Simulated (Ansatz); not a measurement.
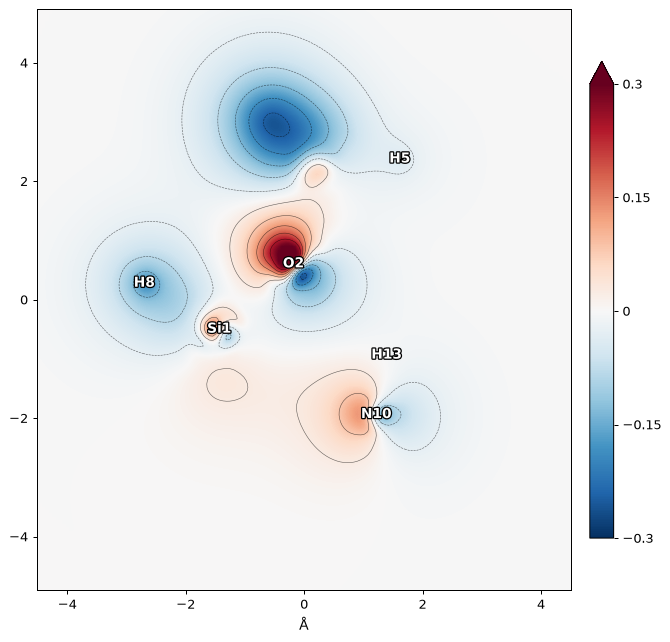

The picture shows: H6OSi2···NH3. The HOMO−1 on the plane of atoms O2, Si1 and H8 (values in Å⁻³ᐟ²; the overall sign is arbitrary).

Not at a stationary point (largest force 1.1 eV/Å).

Theory: Ansatz 0.2.0, RHF/6-31G*.

Input

```
crystal:
  periodic: [false, false, false]
  atoms:
    - { symbol: Si, position_ang: [0.0, 0.0, 0.0] }
    - { symbol: O, position_ang: [0.0, 0.0, 2.03] }
    - { symbol: Si, position_ang: [-1.3147, -0.4067, 2.9936] }
    - { symbol: H, position_ang: [-2.239, -1.2403, 2.2304] }
    - { symbol: H, position_ang: [-0.8506, -1.1432, 4.1657] }
    - { symbol: H, position_ang: [-1.9987, 0.8095, 3.4233] }
    - { symbol: H, position_ang: [1.3768, 0.0, -0.4862] }
    - { symbol: H, position_ang: [-0.6877, 1.1914, -0.4862] }
    - { symbol: H, position_ang: [-0.6877, -1.1914, -0.4862] }
    - { symbol: "N", position_ang: [1.1065, -1.6802, 0.6685] }
    - { symbol: H, position_ang: [0.6674, -2.6449, 0.6516] }
    - { symbol: H, position_ang: [2.0989, -1.5558, 1.0196] }
    - { symbol: H, position_ang: [0.6843, -1.0392, 1.7311] }
basis:
  gaussian: { orbitals: "6-31G*" }
hamiltonian:
  xc: hf
relax:
  f_tol: 0.15
  max_steps: 25
  restrain:
    - { distance: [0, 9], at: 3.02, k: 30.0 }
    - { distance: [12, 1], at: 2.21, k: 30.0 }
    - { distance: [0, 1], at: 1.68, k: 30.0 }
    - { distance: [12, 9], at: 1.06, k: 30.0 }
output:
  orbitals: {}
```

Command:

```sh
ansatz run input.yaml --threads 1 --pin off --max-ram 2048MiB --backend cpu --events-out ev --progress --plain --runs-dir out
```

The fields are those of the run's last geometry, not of the input's.

### Describe this orbital and give its energy.

By Hirshfeld shares it lies mainly on O2 (about 25 %), Si1 (about 15 %), H9 (about 15 %), Si3 (about 15 %), H4 (about 10 %) and H6 (about 10 %). Its energy is −11.99 eV.
